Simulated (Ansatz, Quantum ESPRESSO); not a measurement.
# Mo(100), 5 layers, one monolayer of Ga on top sites: vacuum level and surface dipole, part 3 of 6

Wanted: work functions and the surface dipole of Mo(100), 5 layers, one monolayer of Ga on top sites at several levels, with their cost.

Quantum ESPRESSO 7.5; plane-wave DFT, PBE, GBRV ultrasoft pseudopotentials; geometry and cross-check by Ansatz 0.2.0 with PAW datasets.

So far. Step 4 (Potential by pp.x): The vacuum is flat to 0.8 meV/Å, so its level is well defined. Inside the slab the curve depends on the local part of the pseudopotentials; only the vacuum level has a meaning of its own. Step 5 (Macroscopic average): Where the running mean is not flat inside, average.x's window, rounded to the grid, doesn't match the spacings there.

## Step 6: Valence density

plot_num = 0 writes the valence density.

Input file rho.in:

```
&inputpp
  prefix = 'scf'
  outdir = './out'
  filplot = 'rho.dat'
  plot_num = 0
/
```

Started as:

```sh
$ OMP_NUM_THREADS=1 mpirun -n 4 pp.x -in rho.in > rho.out
```

The log of the run:

```text
[banner, memory and clock lines left out]
Program POST-PROC v.7.5 starts

          URL

     ./out/scf.save/

     IMPORTANT: XC functional enforced from input :
     Exchange-correlation= PBE
                           (   1   4   3   4   0   0   0)
     Any further DFT definition will be discarded
     Please, verify this is what you really want

     Check: negative core charge=   -0.000001

     negative rho (up, down):  4.214E-03 0.000E+00

     Adding external electric field

     Computed dipole along edir(3) :
        Dipole               -0.0329 Ry au,         -0.0836 Debye
        Dipole field         -0.0002 Ry au,

        Potential amp.        0.0224 Ry
        Total length         45.8977 bohr

     Calling punch_plot, plot_num =   0
     Writing data to file  rho.dat
     Message from routine chdens:
     namelist plot not found or invalid, exiting
```

The job ended after 1.1 s (4 MPI ranks of Arm Neoverse V1, shared host; peak memory 0.1 GiB; 3.9 s of CPU time).

Read from the output:

```
electrons by integration : 89.00 e
```

The valence density, planar mean oscillates, so the rows of the table below give means over windows of 2.5 Å about each position, cut where the curve ends. Its maxima inside the range that stand out by 2 % of the span (Å: e/Å³): 8.4: 1.08, 9.7: 1.10, 11.6: 1.10, 13.2: 1.11, 14.3: 1.10, 17.1: 2.87. Its minima: 9.1: 0.562, 10.7: 0.543, 12.3: 0.517, 13.8: 0.688, 15.9: 0.121.

Mean over planes. Table of valence density, planar mean by z; means over each step:

```
z (Å)  valence density, planar mean (e/Å³)
  2.5                               1.2e-5
  5.0                              0.00203
  7.5                                0.470
 10.0                                0.851
 12.5                                0.925
 15.0                                0.593
 17.5                                0.744
 20.0                              0.00359
 22.5                               1.2e-5
```

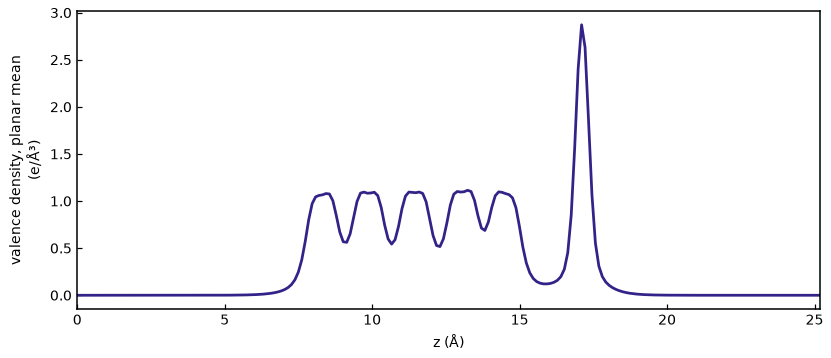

Valence density, planar mean, plotted against z.

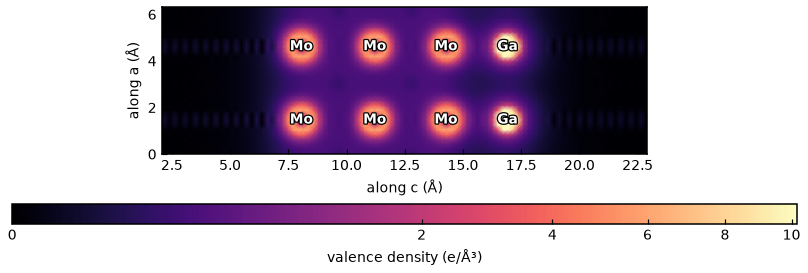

Valence density in the ca plane at fractional y = 0.000, with atoms of Mo and Ga within 0.2 Å of it. It is the smooth field of the valence electrons, not physical close to the nuclei. The map starts off the cell's origin, so that atoms lie inside it. The colour scale is stretched toward low values. The far vacuum is left out of the map.

The density integrates to 89.000 electrons, as the 89 of the input ask.

## Step 7: Projected density of states

Projections on atomic orbitals tell which layers and orbitals hold the states near the zero of energy.

Input file pdos.in:

```
&projwfc
  prefix = 'scf'
  outdir = './out'
  filpdos = 'pdos'
  Emin = -3.007
  Emax = 8.993
  DeltaE = 0.1
  ngauss = 0
  degauss = 0.01
/
```

Started as:

```sh
$ OMP_NUM_THREADS=1 mpirun -n 4 projwfc.x -in pdos.in > pdos.out
```

The log of the run:

```text
[banner, memory and clock lines left out]
Program PROJWFC v.7.5 starts

          URL

     ./out/scf.save/

     IMPORTANT: XC functional enforced from input :
     Exchange-correlation= PBE
                           (   1   4   3   4   0   0   0)
     Any further DFT definition will be discarded
     Please, verify this is what you really want

     Check: negative core charge=   -0.000001

     negative rho (up, down):  4.214E-03 0.000E+00

     Adding external electric field

     Computed dipole along edir(3) :
        Dipole               -0.0329 Ry au,         -0.0836 Debye
        Dipole field         -0.0002 Ry au,

        Potential amp.        0.0224 Ry
        Total length         45.8977 bohr

     Gaussian broadening (read from input): ngauss,degauss=   0    0.010000

     Calling projwave ....
     one sub-group per band group will be used

     linear algebra parallelized on   4 procs

  Problem Sizes
  natomwfc =           77
  nx       =           39
  nbnd     =           54
  nkstot   =           34
  npwx     =         1903
  nkb      =          108

     Atomic states used for projection
     (read from pseudopotential files):

     state #   1: atom   1 (Mo ), wfc  1 (l=0 m= 1)
     state #   2: atom   1 (Mo ), wfc  2 (l=1 m= 1)
     state #   3: atom   1 (Mo ), wfc  2 (l=1 m= 2)
     state #   4: atom   1 (Mo ), wfc  2 (l=1 m= 3)
     state #   5: atom   1 (Mo ), wfc  3 (l=2 m= 1)
     state #   6: atom   1 (Mo ), wfc  3 (l=2 m= 2)
     state #   7: atom   1 (Mo ), wfc  3 (l=2 m= 3)
     state #   8: atom   1 (Mo ), wfc  3 (l=2 m= 4)
     state #   9: atom   1 (Mo ), wfc  3 (l=2 m= 5)
     state #  10: atom   1 (Mo ), wfc  4 (l=0 m= 1)
     state #  11: atom   1 (Mo ), wfc  5 (l=1 m= 1)
     state #  12: atom   1 (Mo ), wfc  5 (l=1 m= 2)
     state #  13: atom   1 (Mo ), wfc  5 (l=1 m= 3)
     state #  14: atom   2 (Mo ), wfc  1 (l=0 m= 1)
     state #  15: atom   2 (Mo ), wfc  2 (l=1 m= 1)
     state #  16: atom   2 (Mo ), wfc  2 (l=1 m= 2)
     state #  17: atom   2 (Mo ), wfc  2 (l=1 m= 3)
     state #  18: atom   2 (Mo ), wfc  3 (l=2 m= 1)
     state #  19: atom   2 (Mo ), wfc  3 (l=2 m= 2)
     state #  20: atom   2 (Mo ), wfc  3 (l=2 m= 3)
     state #  21: atom   2 (Mo ), wfc  3 (l=2 m= 4)
     state #  22: atom   2 (Mo ), wfc  3 (l=2 m= 5)
     state #  23: atom   2 (Mo ), wfc  4 (l=0 m= 1)
     state #  24: atom   2 (Mo ), wfc  5 (l=1 m= 1)
     state #  25: atom   2 (Mo ), wfc  5 (l=1 m= 2)
     state #  26: atom   2 (Mo ), wfc  5 (l=1 m= 3)
     state #  27: atom   3 (Mo ), wfc  1 (l=0 m= 1)
     state #  28: atom   3 (Mo ), wfc  2 (l=1 m= 1)
     state #  29: atom   3 (Mo ), wfc  2 (l=1 m= 2)
     state #  30: atom   3 (Mo ), wfc  2 (l=1 m= 3)
     state #  31: atom   3 (Mo ), wfc  3 (l=2 m= 1)
     state #  32: atom   3 (Mo ), wfc  3 (l=2 m= 2)
     state #  33: atom   3 (Mo ), wfc  3 (l=2 m= 3)
     state #  34: atom   3 (Mo ), wfc  3 (l=2 m= 4)
     state #  35: atom   3 (Mo ), wfc  3 (l=2 m= 5)
     state #  36: atom   3 (Mo ), wfc  4 (l=0 m= 1)
     state #  37: atom   3 (Mo ), wfc  5 (l=1 m= 1)
     state #  38: atom   3 (Mo ), wfc  5 (l=1 m= 2)
     state #  39: atom   3 (Mo ), wfc  5 (l=1 m= 3)
     state #  40: atom   4 (Mo ), wfc  1 (l=0 m= 1)
     state #  41: atom   4 (Mo ), wfc  2 (l=1 m= 1)
     state #  42: atom   4 (Mo ), wfc  2 (l=1 m= 2)
     state #  43: atom   4 (Mo ), wfc  2 (l=1 m= 3)
     state #  44: atom   4 (Mo ), wfc  3 (l=2 m= 1)
     state #  45: atom   4 (Mo ), wfc  3 (l=2 m= 2)
     state #  46: atom   4 (Mo ), wfc  3 (l=2 m= 3)
     state #  47: atom   4 (Mo ), wfc  3 (l=2 m= 4)
     state #  48: atom   4 (Mo ), wfc  3 (l=2 m= 5)
     state #  49: atom   4 (Mo ), wfc  4 (l=0 m= 1)
     state #  50: atom   4 (Mo ), wfc  5 (l=1 m= 1)
     state #  51: atom   4 (Mo ), wfc  5 (l=1 m= 2)
     state #  52: atom   4 (Mo ), wfc  5 (l=1 m= 3)
     state #  53: atom   5 (Mo ), wfc  1 (l=0 m= 1)
     state #  54: atom   5 (Mo ), wfc  2 (l=1 m= 1)
     state #  55: atom   5 (Mo ), wfc  2 (l=1 m= 2)
     state #  56: atom   5 (Mo ), wfc  2 (l=1 m= 3)
     state #  57: atom   5 (Mo ), wfc  3 (l=2 m= 1)
     state #  58: atom   5 (Mo ), wfc  3 (l=2 m= 2)
     state #  59: atom   5 (Mo ), wfc  3 (l=2 m= 3)
     state #  60: atom   5 (Mo ), wfc  3 (l=2 m= 4)
     state #  61: atom   5 (Mo ), wfc  3 (l=2 m= 5)
     state #  62: atom   5 (Mo ), wfc  4 (l=0 m= 1)
     state #  63: atom   5 (Mo ), wfc  5 (l=1 m= 1)
     state #  64: atom   5 (Mo ), wfc  5 (l=1 m= 2)
     state #  65: atom   5 (Mo ), wfc  5 (l=1 m= 3)
     state #  66: atom   6 (Ga ), wfc  1 (l=1 m= 1)
     state #  67: atom   6 (Ga ), wfc  1 (l=1 m= 2)
     state #  68: atom   6 (Ga ), wfc  1 (l=1 m= 3)
     state #  69: atom   6 (Ga ), wfc  2 (l=2 m= 1)
     state #  70: atom   6 (Ga ), wfc  2 (l=2 m= 2)
     state #  71: atom   6 (Ga ), wfc  2 (l=2 m= 3)
     state #  72: atom   6 (Ga ), wfc  2 (l=2 m= 4)
     state #  73: atom   6 (Ga ), wfc  2 (l=2 m= 5)
     state #  74: atom   6 (Ga ), wfc  3 (l=0 m= 1)
     state #  75: atom   6 (Ga ), wfc  4 (l=1 m= 1)
     state #  76: atom   6 (Ga ), wfc  4 (l=1 m= 2)
     state #  77: atom   6 (Ga ), wfc  4 (l=1 m= 3)

[... projections of each state ...]
Lowdin Charges:

     Atom #   1: total charge =  13.9172, s =  2.3131,
     Atom #   1: total charge =  13.9172, p =  6.7024, pz=  2.1613, px=  2.2706, py=  2.2706,
     Atom #   1: total charge =  13.9172, d =  4.9017, dz2=  0.8258, dxz=  1.0585, dyz=  1.0585, dx2-y2=  0.9574, dxy=  1.0015,
     Atom #   2: total charge =  14.0554, s =  2.2508,
     Atom #   2: total charge =  14.0554, p =  6.9686, pz=  2.3376, px=  2.3155, py=  2.3155,
     Atom #   2: total charge =  14.0554, d =  4.8359, dz2=  0.7819, dxz=  1.1092, dyz=  1.1092, dx2-y2=  0.7630, dxy=  1.0727,
     Atom #   3: total charge =  13.9624, s =  2.2281,
     Atom #   3: total charge =  13.9624, p =  6.9064, pz=  2.3064, px=  2.3000, py=  2.3000,
     Atom #   3: total charge =  13.9624, d =  4.8279, dz2=  0.8181, dxz=  1.0556, dyz=  1.0556, dx2-y2=  0.8503, dxy=  1.0483,
     Atom #   4: total charge =  14.0555, s =  2.2479,
     Atom #   4: total charge =  14.0555, p =  6.9250, pz=  2.3183, px=  2.3034, py=  2.3034,
     Atom #   4: total charge =  14.0555, d =  4.8826, dz2=  0.7871, dxz=  1.1142, dyz=  1.1142, dx2-y2=  0.7701, dxy=  1.0969,
     Atom #   5: total charge =  14.2271, s =  2.2953,
     Atom #   5: total charge =  14.2271, p =  6.9628, pz=  2.3702, px=  2.2963, py=  2.2963,
     Atom #   5: total charge =  14.2271, d =  4.9690, dz2=  0.9867, dxz=  1.0209, dyz=  1.0209, dx2-y2=  0.8937, dxy=  1.0468,
     Atom #   6: total charge =  18.7025, s =  1.3930,
     Atom #   6: total charge =  18.7025, p =  7.3157, pz=  2.4624, px=  2.4267, py=  2.4267,
     Atom #   6: total charge =  18.7025, d =  9.9938, dz2=  1.9975, dxz=  1.9990, dyz=  1.9990, dx2-y2=  1.9986, dxy=  1.9996,
     Spilling Parameter:   0.0009
```

It took 2.6 s on 4 MPI ranks; peak memory 0.22 GiB.

This step gave:

| Quantity | Value |
| --- | --- |
| spilling of the projection | 9.00e-4 |

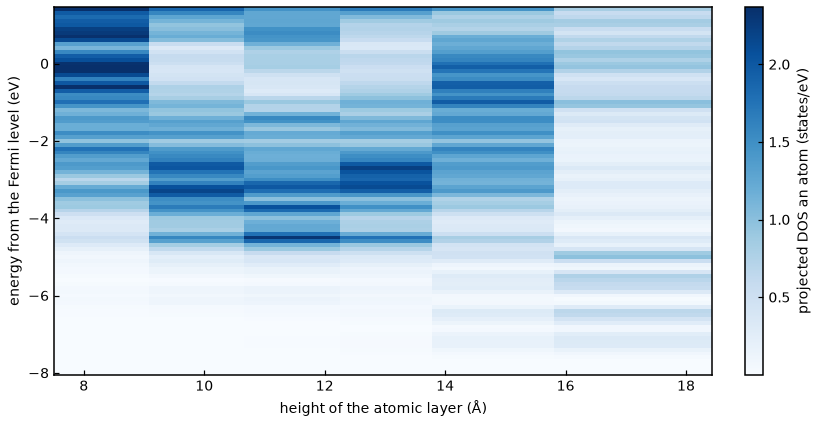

Projected DOS an atom over height of the atomic layer and energy from the Fermi level. Columns are the atomic layers from the bottom up.

The atomic orbitals miss 0.1 % of the occupied states; for empty states the projections can miss much more.

## Step 8: SCF with pw.x: open boundaries by the effective screening medium

Open boundaries by another road: assume_isolated = 'esm' with bc1, the slab centred on z = 0.

Input file esm.in:

```
&control
  prefix = 'esm'
  outdir = './out'
  pseudo_dir = './pseudo'
  calculation = 'scf'
  tprnfor = .true.
/
&system
  ibrav = 0
  nat = 6
  ntyp = 2
  ecutwfc = 40
  ecutrho = 200
  occupations = 'smearing'
  smearing = 'mv'
  degauss = 0.02
  assume_isolated = 'esm'
  esm_bc = 'bc1'
/
&electrons
  conv_thr = 1e-07
  mixing_beta = 0.4
  electron_maxstep = 120
  mixing_mode = 'local-TF'
/
ATOMIC_SPECIES
  Mo  95.9500  mo_pbe_v1.uspp.F.UPF
  Ga  69.7230  ga_pbe_v1.4.uspp.F.UPF
CELL_PARAMETERS angstrom
  3.15000000000000 0.00000000000000 0.00000000000000
  0.00000000000000 3.15000000000000 0.00000000000000
  0.00000000000000 0.00000000000000 25.30000000000000
ATOMIC_POSITIONS crystal
  Mo  0.000000000000 0.000000000000 -0.174342322265
  Mo  0.500000000000 0.500000000000 -0.112089357865
  Mo  0.000000000000 0.000000000000 -0.049836393365
  Mo  0.500000000000 0.500000000000 0.013863642280
  Mo  -0.000000000000 0.000000000000 0.071079014521
  Ga  -0.000000000000 0.000000000000 0.174342322265
K_POINTS automatic
  8 8 1 0 0 0
```

Started as:

```sh
$ OMP_NUM_THREADS=1 mpirun -n 4 pw.x -nk 4 -in esm.in > esm.out
```

The log of the run:

```text
[banner, memory and clock lines left out]
Program PWSCF v.7.5 starts
[citation notice left out]

[...]
Message from routine setup:
[...]
bravais-lattice index     =            0
     lattice parameter (alat)  =       5.9526  a.u.
     unit-cell volume          =    1694.0968 (a.u.)^3
     number of atoms/cell      =            6
     number of atomic types    =            2
     number of electrons       =        89.00
     number of Kohn-Sham states=           54
     kinetic-energy cutoff     =      40.0000  Ry
     charge density cutoff     =     200.0000  Ry
     scf convergence threshold =      1.0E-07
     mixing beta               =       0.4000
     number of iterations used =            8  local-TF  mixing
     Exchange-correlation=  SLA  PW   PBX  PBC
                           (   1   4   3   4   0   0   0)

     Effective Screening Medium Method
     Boundary Conditions: Vacuum-Slab-Vacuum
     total charge in unit cell        =   0.0000
     grid points for fit at edges     =        4

[...]
PseudoPot. # 1 for Mo read from file:
     ./pseudo/mo_pbe_v1.uspp.F.UPF
     Pseudo is Ultrasoft + core correction, Zval = 14.0
     Generated by new atomic code, or converted to UPF format
     Using radial grid of  889 points,  6 beta functions with:
                l(1) =   0
                l(2) =   0
                l(3) =   1
                l(4) =   1
                l(5) =   2
                l(6) =   2
     Q(r) pseudized with  6 coefficients,  rinner =    1.000   1.000   1.000
                                                       1.000   1.000

     PseudoPot. # 2 for Ga read from file:
     ./pseudo/ga_pbe_v1.4.uspp.F.UPF
     Pseudo is Ultrasoft + core correction, Zval = 19.0
     Generated by new atomic code, or converted to UPF format
     Using radial grid of  871 points,  6 beta functions with:
                l(1) =   0
                l(2) =   0
                l(3) =   1
                l(4) =   1
                l(5) =   2
                l(6) =   2
     Q(r) pseudized with  8 coefficients,  rinner =    1.250   1.250   1.250
                                                       1.250   1.250

     atomic species   valence    mass     pseudopotential
     Mo               14.00    95.95000     Mo( 1.00)
     Ga               19.00    69.72300     Ga( 1.00)

      8 Sym. Ops. (no inversion) found

[...]
number of k points=    15  Marzari-Vanderbilt smearing, width (Ry)=  0.0200
[...]
Dense  grid:    80871 G-vectors     FFT dimensions: (  27,  27, 216)

     Smooth grid:    57637 G-vectors     FFT dimensions: (  24,  24, 200)

     Check: negative core charge=   -0.000001

     Initial potential from superposition of free atoms

     starting charge      87.9947, renormalised to      89.0000

     negative rho (up, down):  5.325E-03 0.000E+00
     Starting wfcs are   77 randomized atomic wfcs

     per-process dynamical memory:    80.3 Mb

     Self-consistent Calculation

     iteration #  1     ecut=    40.00 Ry     beta= 0.40
     Davidson diagonalization with overlap
     c_bands:  1 eigenvalues not converged
     c_bands:  2 eigenvalues not converged
     c_bands:  1 eigenvalues not converged
     c_bands:  1 eigenvalues not converged
     ethr =  1.00E-02,  avg # of iterations = 36.3

     negative rho (up, down):  1.563E+00 0.000E+00

     total energy              =    -428.45917394 Ry
     estimated scf accuracy    <    4945.32708064 Ry

     iteration #  2     ecut=    40.00 Ry     beta= 0.40
[...]
negative rho (up, down):  1.350E+00 0.000E+00

[...]
total energy              =    -660.95908027 Ry
     estimated scf accuracy    <   17055.92354973 Ry

     iteration #  3     ecut=    40.00 Ry     beta= 0.40
[...]
c_bands:  2 eigenvalues not converged
[...]
negative rho (up, down):  1.263E+00 0.000E+00

[...]
total energy              =   -1128.32544357 Ry
     estimated scf accuracy    <     327.64391759 Ry

     iteration #  4     ecut=    40.00 Ry     beta= 0.40
[...]
negative rho (up, down):  1.256E+00 0.000E+00

[...]
total energy              =   -1106.65930979 Ry
     estimated scf accuracy    <     671.65891882 Ry

     iteration #  5     ecut=    40.00 Ry     beta= 0.40
[...]
c_bands:  4 eigenvalues not converged
     c_bands:  1 eigenvalues not converged
     c_bands:  3 eigenvalues not converged
     c_bands:  1 eigenvalues not converged
[...]
negative rho (up, down):  1.927E+00 0.000E+00

[...]
total energy              =   -1149.28781563 Ry
     estimated scf accuracy    <     213.99502055 Ry

     iteration #  6     ecut=    40.00 Ry     beta= 0.40
[...]
c_bands:  2 eigenvalues not converged
     c_bands:  2 eigenvalues not converged
     c_bands:  2 eigenvalues not converged
     c_bands:  2 eigenvalues not converged
[...]
negative rho (up, down):  1.668E+00 0.000E+00

[...]
total energy              =   -1572.01068641 Ry
     estimated scf accuracy    <    9435.40582237 Ry

[...]
iteration #116     ecut=    40.00 Ry     beta= 0.40
[...]
negative rho (up, down):  4.195E-03 0.000E+00

[...]
total energy              =   -1111.73725575 Ry
     estimated scf accuracy    <       0.00000022 Ry

     iteration #117     ecut=    40.00 Ry     beta= 0.40
[...]
negative rho (up, down):  4.180E-03 0.000E+00

[...]
total energy              =   -1111.73728746 Ry
     estimated scf accuracy    <       0.00000027 Ry

     iteration #118     ecut=    40.00 Ry     beta= 0.40
[...]
negative rho (up, down):  4.201E-03 0.000E+00

[...]
total energy              =   -1111.73728428 Ry
     estimated scf accuracy    <       0.00000019 Ry

     iteration #119     ecut=    40.00 Ry     beta= 0.40
[...]
negative rho (up, down):  4.208E-03 0.000E+00

[...]
End of self-consistent calculation

          k = 0.0000 0.0000 0.0000 (  7181 PWs)   bands (ev):

   -98.5285 -98.5217 -98.5217 -65.3713 -65.1258 -65.0054 -64.8955 -64.6656
   -39.6094 -39.5216 -39.5216 -39.3788 -39.2008 -39.2008 -39.1937 -38.9861
   -38.9861 -38.8707 -38.6774 -38.6774 -38.6152 -38.4554 -38.4554 -18.9442
   -18.9246 -18.8228 -18.8228 -18.7818 -11.6207 -10.5566  -9.1364  -8.9568
    -8.9086  -8.0695  -7.6653  -7.4734  -6.3898  -5.3797  -5.3797  -5.2706
    -5.1287  -4.9135  -4.9135  -4.3415  -4.2563  -4.2161  -4.1748  -4.1748
    -2.9090  -2.8673  -2.7497  -2.7497  -2.0691  -1.2421

          k = 0.0000 0.1250 0.0000 (  7196 PWs)   bands (ev):

   -98.5285 -98.5220 -98.5217 -65.3580 -65.1186 -64.9988 -64.9014 -64.6726
   -39.6483 -39.6115 -39.4907 -39.3520 -39.2853 -39.1785 -39.1136 -39.0827
   -38.9830 -38.7920 -38.7265 -38.6961 -38.5884 -38.4800 -38.4733 -18.9341
   -18.9140 -18.8314 -18.8221 -18.7882 -11.3980 -10.2604  -8.9234  -8.7943
    -8.6744  -7.9583  -7.5721  -7.3677  -6.3118  -5.7342  -5.6488  -5.5760
    -5.1751  -4.8400  -4.7863  -4.7070  -4.4173  -4.0453  -3.5570  -3.5282
    -3.4957  -3.1724  -2.6298  -2.2430  -1.9247  -1.7089

[...]
the Fermi energy is    -4.1229 ev

!    total energy              =   -1111.73727452 Ry
     estimated scf accuracy    <          9.1E-09 Ry
     smearing contrib. (-TS)   =      -0.00163897 Ry
     internal energy E=F+TS    =   -1111.73563554 Ry

     The total energy is F=E-TS. E is the sum of the following terms:
     one-electron contribution =   18270.39838884 Ry
     hartree contribution      =   -9159.25466296 Ry
     xc contribution           =    -144.86315308 Ry
     ewald contribution        =  -10078.01620834 Ry

     convergence has been achieved in 119 iterations

     negative rho (up, down):  4.208E-03 0.000E+00

     Forces acting on atoms (cartesian axes, Ry/au):

     atom    1 type  1   force =     0.00000000    0.00000000    0.04914494
     atom    2 type  1   force =     0.00000000    0.00000000   -0.04073975
     atom    3 type  1   force =     0.00000000    0.00000000   -0.00695076
     atom    4 type  1   force =     0.00000000    0.00000000   -0.00101076
     atom    5 type  1   force =     0.00000000    0.00000000   -0.00009821
     atom    6 type  2   force =     0.00000000    0.00000000    0.00028407

     Total force =     0.064221     Total SCF correction =     0.001019

[...]
```

Wall time 17 min (4 MPI ranks); peak memory 0.75 GiB; 66 min of CPU time.

Numbers from this step:

* free energy: -15125.9562 eV
* Fermi energy: -4.123 eV
* vacuum line at the lower end of the cell, over the Fermi level: 3.964 eV
* vacuum line at the upper end of the cell, over the Fermi level: 4.281 eV

The potential energy, planar mean oscillates, so the rows of the table below give means over windows of 1.58 Å about each position, cut where the curve ends. Its maxima inside the range that stand out by 2 % of the span (Å: eV): -3.6: -7.95, -2.0: -8.66, -0.5: -7.79, 1.1: -10.7, 3.2: 2.16. Its minima: -4.5: -23.4, -2.8: -24.0, -1.3: -24.1, 0.3: -24.1, 1.8: -23.7, 4.5: -9.86.

Electrostatic potential energy of an electron; zero at the Fermi level. Potential energy, planar mean against z; means over each step:

```
 z (Å)  potential energy, planar mean (eV)
-11.86                                3.96
-10.28                                3.96
 -8.70                                3.96
 -7.12                                3.79
 -5.54                               -1.53
 -3.96                               -15.7
 -2.38                               -16.2
 -0.80                               -15.8
  0.78                               -17.6
  2.36                               -10.0
  3.94                               -4.40
  5.52                               0.476
  7.10                                4.18
  8.68                                4.28
 10.26                                4.28
 11.84                                4.28
```

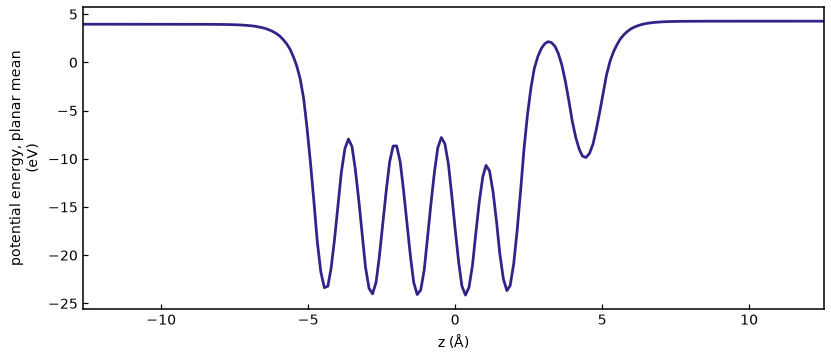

Potential energy, planar mean against z.

The vacuum levels are read from the outermost 0.7 Å of the cell on either side.

The run needed 119 iterations to bring the estimated error under 1e-07 Ry; the largest force on any atom, held or free, is 1.26 eV/Å.

The upper level is 4.281 eV against 4.281 eV from the periodic run.

(Continued in part 4 of 6.)

[Logs are printed without paths, hosts, clocks, repeated set-up lines and the standing remarks that a program may print on its own settings, such as how far it seeks lower states.]

[Hosts, paths, dates, database ids (printed as entryN), source tags and the programs' standing remarks are cut or masked in the printed files.]

[Maps of the electrostatic potential energy from Ansatz leave out the sawtooth potential of an applied field or a dipole correction, so their vacuum need not be flat; planar profiles and work functions include it.]
